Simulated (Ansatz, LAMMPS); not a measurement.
# Structural relaxation of amorphous 62TiO2-38Al2O3 (mol %) (90 atoms), part 2 of 4

Wanted: the relaxed structure of amorphous 62TiO2-38Al2O3 (mol %) (90 atoms) and its electronic structure.

Ansatz 0.2.0; Kohn-Sham DFT, PBE, PAW (set soft_2), plane waves.

The cell: 15 Ti, 18 Al and 57 O. The quench rate of 50 K/ps is many orders above laboratory rates. The network of bonds at the start is that of the classical potential that made the cell. Only the Γ point is sampled in the main run, in a cell whose shortest periodic width is 10 Å.

So far. Step 3 (Single point at the start): Neighbours are counted within 2.27 Å (O-Al), 2.64 Å (O-Ti).

### 4. Cell and atoms relaxed

The cell is relaxed with the atoms, since the starting lattice needn't suit this functional.

input.yaml reads:

```yaml
crystal:
  lattice:
    - [10.196, 0.0, 0.0]
    - [0.0, 10.196, 0.0]
    - [0.0, 0.0, 10.196]
  atoms:
    [... the 90 atom lines of step 3 ...]
kpoints:
  mp_grid: { grid: [1, 1, 1] }
hamiltonian:
  xc: pbe
scf:
  occupations: { method: fermi_dirac, width: 0.025 }
output:
  forces: true
relax:
  f_tol: 0.04
  max_steps: 250
  cell: {}
```

Launch:

```bash
$ ansatz run input.yaml --threads 4 --pin off --max-ram 8192MiB --backend cpu --events-out ev --progress --plain --runs-dir out
```

Numbers of over 12 decimals in the logs are rounded to 6 here.

What it wrote:

```text
[...]
Crystal: 90 atoms, lattice volume = 1059.960 Å³
Basis set: ecut = 420 eV, 20719 PW (Γ), exchange–correlation on 144×144×144 points (8 copies of the dense FFT grid, shifted against one another)
Bands: 378, of which v1, the nominal top of the filled ones, is band 288 counted from 1 (287 counted from 0)
Symmetry: 1 space group operations
[...]
k-points: 1
[...]
SCF iter   1: F=—  HF=-79630.645320 eV  |F-HF|=—  |Δ(HF+E_count)|=         —  Δρ=4.17e-3  dr2=2.22e-1  ethr=1.77e-3  ⟨swp⟩=6.0  Hψ=1450  notcnv=0  defer=60
[...]
SCF iter  12: F=-79630.616820 eV  HF=-79630.616820 eV  |F-HF|=2.48e-8  |Δ(HF+E_count)|=   5.10e-8  Δρ=1.73e-6  dr2=4.00e-8  ethr=1.74e-11  ⟨swp⟩=3.0  Hψ=950  notcnv=0
SCF 1 converged in 12 iterations: F = -79630.616820 eV  dr2 = 4.00e-8
[...]
relax step   1: F+E_penalty+E_count = -79630.61682024 eV  Δ(F+E_penalty+E_count) = +0.000e0 eV  max|allowed force component| = 1.918e0 eV/Å  Δτ_max = 0.0000 Å  P = +4.399 GPa  Ω = 1059.960 Å³  (12 SCF iters, dr2 threshold 1.00e-7 eV, accepted)
[... from here on, the SCF cycles and remarks between the steps are left out ...]
relax step   2: F+E_penalty+E_count = -79632.21010535 eV  Δ(F+E_penalty+E_count) = -1.593e0 eV  max|allowed force component| = 1.174e0 eV/Å  Δτ_max = 0.1000 Å  P = +1.707 GPa  Ω = 1068.072 Å³  energy of the carried Pulay correction = -3.210e-2 eV  (9 SCF iters, dr2 threshold 9.00e-6 eV, accepted)
relax step   3: F+E_penalty+E_count = -79632.97077851 eV  Δ(F+E_penalty+E_count) = -7.607e-1 eV  max|allowed force component| = 6.725e-1 eV/Å  Δτ_max = 0.0816 Å  P = -0.423 GPa  Ω = 1075.831 Å³  energy of the carried Pulay correction = -6.258e-2 eV  (9 SCF iters, dr2 threshold 9.00e-6 eV, accepted)
relax step   4: F+E_penalty+E_count = -79633.43067423 eV  Δ(F+E_penalty+E_count) = -4.599e-1 eV  max|allowed force component| = 3.315e-1 eV/Å  Δτ_max = 0.2000 Å  P = +0.149 GPa  Ω = 1070.783 Å³  energy of the carried Pulay correction = -4.278e-2 eV  (9 SCF iters, dr2 threshold 9.00e-6 eV, accepted)
relax step   5: F+E_penalty+E_count = -79633.51078408 eV  Δ(F+E_penalty+E_count) = -8.011e-2 eV  max|allowed force component| = 2.997e-1 eV/Å  Δτ_max = 0.2000 Å  P = -0.085 GPa  Ω = 1074.748 Å³  energy of the carried Pulay correction = -5.834e-2 eV  (9 SCF iters, dr2 threshold 6.87e-6 eV, accepted)
relax step   6: F+E_penalty+E_count = -79633.53792555 eV  Δ(F+E_penalty+E_count) = -2.714e-2 eV  max|allowed force component| = 1.990e-1 eV/Å  Δτ_max = 0.1921 Å  P = -0.006 GPa  Ω = 1073.309 Å³  energy of the carried Pulay correction = -5.270e-2 eV  (9 SCF iters, dr2 threshold 5.61e-6 eV, accepted)
relax step   7: F+E_penalty+E_count = -79633.55945296 eV  Δ(F+E_penalty+E_count) = -2.153e-2 eV  max|allowed force component| = 6.202e-2 eV/Å  Δτ_max = 0.0855 Å  P = +0.000 GPa  Ω = 1074.431 Å³  energy of the carried Pulay correction = -5.710e-2 eV  (9 SCF iters, dr2 threshold 2.47e-6 eV, accepted)
relax step   8: F+E_penalty+E_count = -79633.56337083 eV  Δ(F+E_penalty+E_count) = -3.918e-3 eV  max|allowed force component| = 3.557e-2 eV/Å  Δτ_max = 0.0284 Å  P = +0.007 GPa  Ω = 1074.424 Å³  energy of the carried Pulay correction = -5.707e-2 eV  (9 SCF iters, dr2 threshold 2.40e-7 eV, accepted)
relax step   9: F+E_penalty+E_count = -79633.62725782 eV  Δ(F+E_penalty+E_count) = -6.389e-2 eV  max|allowed force component| = 3.582e-2 eV/Å  Δτ_max = 0.0000 Å  P = +0.126 GPa  Ω = 1074.424 Å³  stress off target by 2.48e-1 GPa  SCF on the basis re-selected at this cell (its energy is not comparable with the rows above)  (8 SCF iters)
relax step  10: F+E_penalty+E_count = -79633.62395272 eV  Δ(F+E_penalty+E_count) = +3.305e-3 eV  max|allowed force component| = 2.401e-2 eV/Å  Δτ_max = 0.0109 Å  P = -0.003 GPa  Ω = 1075.863 Å³  energy of the carried Pulay correction = -5.571e-3 eV  (8 SCF iters, dr2 threshold 1.54e-7 eV, accepted)
relax step  11: F+E_penalty+E_count = -79633.62902406 eV  Δ(F+E_penalty+E_count) = -5.071e-3 eV  max|allowed force component| = 2.409e-2 eV/Å  Δτ_max = 0.0000 Å  P = +0.001 GPa  Ω = 1075.863 Å³  stress off target by 4.40e-3 GPa  SCF on the basis re-selected at this cell (its energy is not comparable with the rows above)  (8 SCF iters)
[...]
SCF converged after 8 iterations
Free energy (F): -79633.629024 eV
[...]
Internal energy: -79633.629024 eV  (E = F + TS)
E sigma→0 (E₀):  -79633.629024 eV
Fermi energy:    6.943117 eV
[...]
--- Forces (eV/Å), atoms counted from 1 ---
  atom   1  Ti    -0.00614651    -0.00499634    -0.00166656
  atom   2  Ti    -0.00892680     0.00440791     0.00067362
  atom   3  Ti    -0.00376421    -0.00808238    -0.00717006
  atom   4  Ti    -0.00412775     0.00107816     0.00144779
  atom   5  Ti    -0.00165524     0.00697181    -0.00006938
  atom   6  Ti    -0.00469145     0.00611021     0.00721341
  atom   7  Ti     0.01418649     0.01057620    -0.00090303
  atom   8  Ti     0.00298171     0.00471704     0.00128197
  atom   9  Ti     0.00846448    -0.00441016     0.00640312
  atom  10  Ti     0.00951996     0.00031941    -0.00408546
  atom  11  Ti     0.00616058    -0.00189424    -0.00733666
  atom  12  Ti     0.00861448    -0.00303609    -0.00085897
  atom  13  Ti    -0.00410959    -0.00276077    -0.00125542
  atom  14  Ti    -0.02092848    -0.00054715    -0.02409372
[...]
atom  89  O      0.00832412    -0.00301366     0.00061098
  atom  90  O     -0.00037196    -0.00508811     0.00227718
  max |Σ_I F_I| component: 4.65e-5 eV/Å
--- Stress (GPa, compression-positive) ---
       -0.002700      -0.000182      -0.002958
       -0.000180       0.003427      -0.000707
       -0.002963      -0.000712       0.002749
  P = ⅓ Tr σ = 0.0012 GPa (0.012 kbar)
--- Relaxed structure (9 steps of the walk, 9 accepted, 2 SCFs on fresh bases) ---
  F+E_penalty+E_count = -79633.62902406 eV   max|allowed force component| = 2.409e-2 eV/Å   (the final SCF, on the basis selected at the relaxed cell)
  cell:  # Å, volume = 1075.8626 Å³
    - [10.310953, 0.052180, 0.062655]
    - [0.052180, 10.153263, 0.039066]
    - [0.062655, 0.039066, 10.277465]
  atoms:
    - { symbol: Ti, position: [0.516183, 0.885717, 0.236469] }
    - { symbol: Ti, position: [0.681390, 0.404356, 0.565799] }
    - { symbol: Ti, position: [0.187239, 0.586807, 0.107231] }
    - { symbol: Ti, position: [0.010599, 0.295717, 0.234669] }
[...]
- { symbol: O, position: [0.808017, 0.059733, 0.607389] }
```

Elapsed: 1.8 min, on 4 threads of AMD EPYC 7B13 (Zen 3), shared host; peak memory 1.5 GiB.

Relaxation path:

```csv
step,energy less that of the first step (eV),largest force component (eV/Å),pressure (GPa),volume (Å³)
1,0.0000,1.9179,4.40,1059.96
2,-1.5933,1.1739,1.71,1068.07
3,-2.3540,0.6725,-0.42,1075.83
4,-2.8139,0.3315,0.15,1070.78
5,-2.8940,0.2997,-0.09,1074.75
6,-2.9211,0.1990,-0.01,1073.31
7,-2.9426,0.0620,0.00,1074.43
8,-2.9466,0.0356,0.01,1074.42
9*,-3.0104,0.0358,0.13,1074.42
10,-3.0071,0.0240,0.00,1075.86
11*,-3.0122,0.0241,0.00,1075.86
```

Relaxation steps marked * repeat the geometry before them on a plane-wave basis chosen anew for their cell, so energy and pressure can jump there.

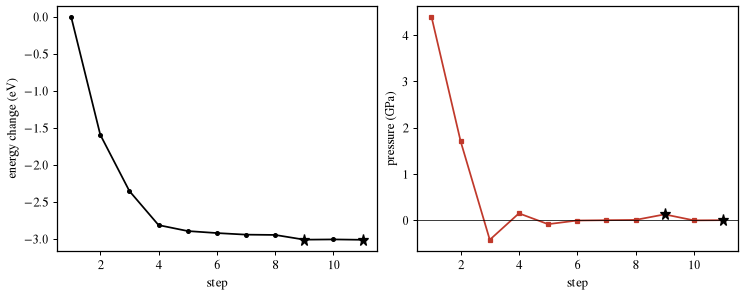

Energy and pressure along the relaxation. Stars mark steps on a basis chosen anew.

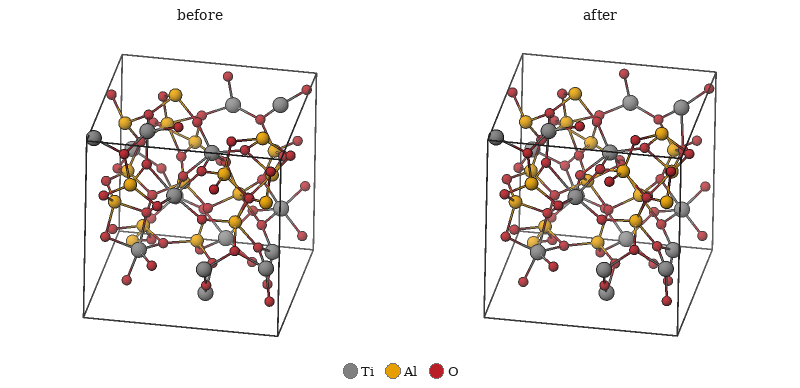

The structure before and after the relaxation, drawn at the same scale.

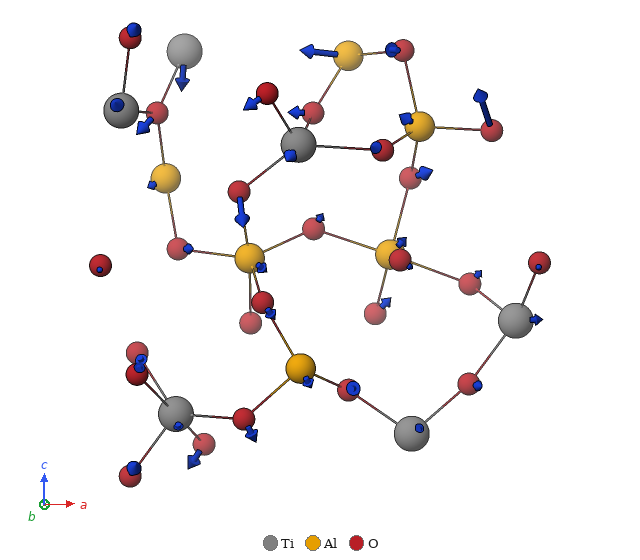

Displacements in the relaxation, exaggerated, measured against the changing cell; the longest in the cell stands for 0.44 Å. Drawn is a slice 4 Å thick, seen along the normal of the ac plane. Bonds to atoms that aren't drawn are left out.

```csv
cell as run,before,after,change
a (Å),10.196,10.311,+1.1 %
b (Å),10.196,10.153,-0.4 %
c (Å),10.196,10.278,+0.8 %
α (°),90.00,89.56,-0.5 %
β (°),90.00,89.30,-0.8 %
γ (°),90.00,89.41,-0.7 %
volume (Å³/atom),11.78,11.95,+1.5 %
```

The atoms that moved most (Å, as changes of fractional coordinates times the final cell):

```csv
atom,dx,dy,dz,length
O34,-0.115,-0.293,0.315,0.445
Al26,-0.310,-0.116,0.047,0.334
O51,0.010,-0.249,-0.214,0.328
O83,-0.164,-0.025,0.229,0.283
O76,0.180,-0.161,-0.034,0.243
Al20,-0.015,-0.218,-0.103,0.242
O77,0.022,-0.203,0.091,0.224
Ti15,-0.013,0.051,-0.217,0.223
```

The relaxation changed the energy by -33.5 meV/atom, and atoms moved by 0.14 Å r.m.s., 0.45 Å at most.

### 5. Distances and neighbours after relaxation

Bonds before and after, by the cutoffs listed below:

```csv
pair,bonds before,bonds after,mean before (Å),mean after (Å),spread before (Å),spread after (Å)
O-Al,82,83,1.846,1.848,0.136,0.085
O-Ti,72,75,1.904,1.948,0.135,0.178
```

Density 3.27 g/cm³, 11.95 Å³ an atom.

Pair distribution functions g(r), in bins of 0.2 Å:

```csv
r (Å),total,O-O,O-Al,O-Ti,Al-Al,Al-Ti,Ti-Ti
1.70,1.33,0.00,3.24,2.41,0.00,0.00,0.00
1.90,2.86,0.00,6.66,5.55,0.00,0.00,0.00
2.10,0.40,0.00,0.20,1.65,0.00,0.00,0.00
2.30,0.06,0.05,0.08,0.10,0.00,0.00,0.00
2.50,0.42,0.80,0.06,0.41,0.00,0.00,0.00
2.70,1.15,2.70,0.16,0.00,0.73,0.00,0.00
2.90,1.43,2.88,0.29,0.12,2.51,1.14,0.00
3.10,1.12,1.63,0.51,0.15,4.61,1.31,1.18
3.30,1.11,0.95,0.72,0.68,2.68,3.60,2.05
3.50,0.95,0.69,1.12,0.74,1.10,1.42,3.37
3.70,0.90,0.58,1.19,1.38,0.19,0.48,1.12
3.90,1.06,0.71,1.48,1.46,0.69,0.51,1.00
4.10,0.92,0.53,1.36,1.35,0.00,0.83,0.68
4.30,1.15,0.63,1.54,1.81,0.44,1.08,1.26
4.50,1.00,0.65,1.42,1.44,0.52,0.55,0.76
4.70,1.03,0.89,1.25,0.95,1.07,1.28,1.02
4.90,0.95,1.19,0.79,0.78,0.66,0.79,1.11
```

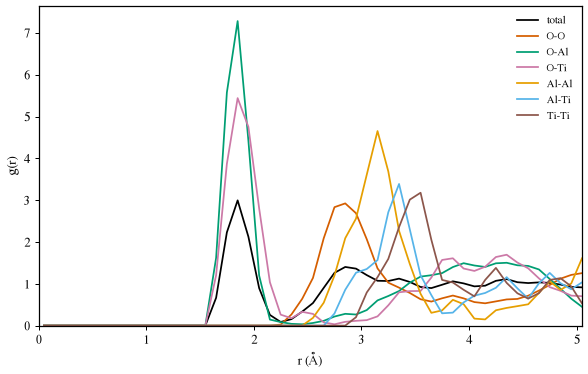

Pair distribution functions, lightly smoothed.

Bonds by pair of elements; cutoffs follow the first minimum of g(r), held within bounds set by covalent radii, and pairs that aren't listed don't count as bonded:

```csv
pair A-B,cutoff (Å),bonds,mean length (Å),spread (Å),shortest (Å),B about A,A about B
O-Al,2.43,83,1.85,0.085,1.72,1.46,4.61
O-Ti,2.64,75,1.95,0.178,1.72,1.32,5
```

How many atoms have how many bonded neighbours:

```csv
element,mean,2,3,4,5,6
Al,4.61,0,0,9,7,2
O,2.77,14,42,1,0,0
Ti,5,0,0,4,7,4
```

Bond angles, per cent of each kind in bins of 5°:

```csv
angle (°),O-Al-O,O-Ti-O,Al-O-Ti,Al-O-Al,Ti-O-Ti
65–70,0.0,1.3,0.0,0.0,0.0
70–75,0.6,5.8,0.0,0.0,0.0
75–80,4.5,5.2,0.0,2.1,0.0
80–85,5.2,9.1,1.5,0.0,0.0
85–90,13.6,5.2,0.0,4.2,0.0
90–95,10.4,13.0,7.7,8.3,9.1
95–100,13.0,6.5,9.2,6.2,0.0
100–105,7.8,12.3,12.3,2.1,12.1
105–110,8.4,13.6,4.6,14.6,0.0
110–115,9.1,5.8,3.1,8.3,6.1
115–120,7.8,3.2,10.8,16.7,3.0
120–125,5.2,1.3,9.2,8.3,12.1
125–130,2.6,1.3,13.8,10.4,9.1
130–135,1.3,1.3,6.2,12.5,15.2
135–140,0.6,1.3,6.2,4.2,15.2
140–145,0.0,1.3,4.6,2.1,0.0
145–150,1.3,1.9,3.1,0.0,9.1
150–155,0.6,1.9,0.0,0.0,3.0
155–160,1.3,3.2,3.1,0.0,0.0
160–165,1.9,1.3,1.5,0.0,0.0
165–170,1.3,2.6,1.5,0.0,6.1
170–175,1.3,0.0,0.0,0.0,0.0
175–180,1.9,1.3,1.5,0.0,0.0
```

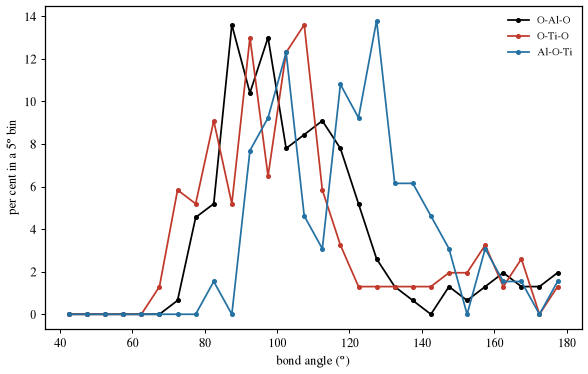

Distributions of the most common bond angles.

Bond angles (no mean is given where the spread exceeds 20°):

```csv
angle,count,mean (°),spread (°)
O-Al-O,154,-,-
O-Ti-O,154,-,-
Al-O-Ti,65,-,-
Al-O-Al,48,114,14.7
Ti-O-Ti,33,127,19.2
```

Oxygen atoms by the number of network formers (Si, P, Ge, B, Al, As, Ga) bound to them:

```csv
network formers bound to O,O atoms,per cent
0,10,17.5
1,23,40.4
2,12,21.1
3,12,21.1
```

Network units: each former by its oxygen neighbours and how many of them bridge to another former:

```csv
former,O neighbours,bridging O,atoms
Al,4,2,2
Al,4,3,6
Al,4,4,1
Al,5,2,1
Al,5,3,1
Al,5,4,3
Al,5,5,2
Al,6,3,1
Al,6,4,1
```

Bond length by coordination (bonds to H left out):

```csv
element,coordination,atoms,mean bond length (Å)
Al,4,9,1.79
Al,5,7,1.88
Al,6,2,1.94
O,2,14,1.80
O,3,42,1.91
O,4,1,2.03
Ti,4,4,1.83
Ti,5,7,1.93
Ti,6,4,2.05
```

Rings of the network by King's shortest-path rule, up to 12 atoms, one path for each pair of neighbours; H, halogens, alkali and alkaline-earth atoms are left out, and the last column divides by all other atoms, bonded or not:

```csv
ring size (atoms),rings,per network atom
4,22,0.244
6,38,0.422
8,88,0.978
10,35,0.389
12,3,0.033
```

First main peaks of g(r), for some of the pairs, lie near 2.8 Å (O-O), 1.8 Å (O-Al), 1.9 Å (O-Ti), 3.1 Å (Al-Al), 3.3 Å (Al-Ti) and 3.5 Å (Ti-Ti). Counting bonds as in the table, 50 % of Al atoms have 4, 74 % of O atoms have 3 and 47 % of Ti atoms have 5 bonded neighbours. Counting bonds to Al alone, not to Ti, 21 % of the oxygens join two of these atoms and 40 % one; 21 % join three; 18 % join none. The commonest Al unit has 4 oxygens, 3 of them shared with other formers (6 of 18 atoms). Rings of 8 atoms are the most common (47 % of those counted); sizes run from 4 to 12, where the search stops.

[end of part 2 of 4]

[Logs are printed without paths, hosts, clocks, repeated set-up lines and the standing remarks that a program may print on its own settings, such as how far it seeks lower states.]

[Hosts, paths, dates, database ids (printed as entryN), source tags and the programs' standing remarks are cut or masked in the printed files.]
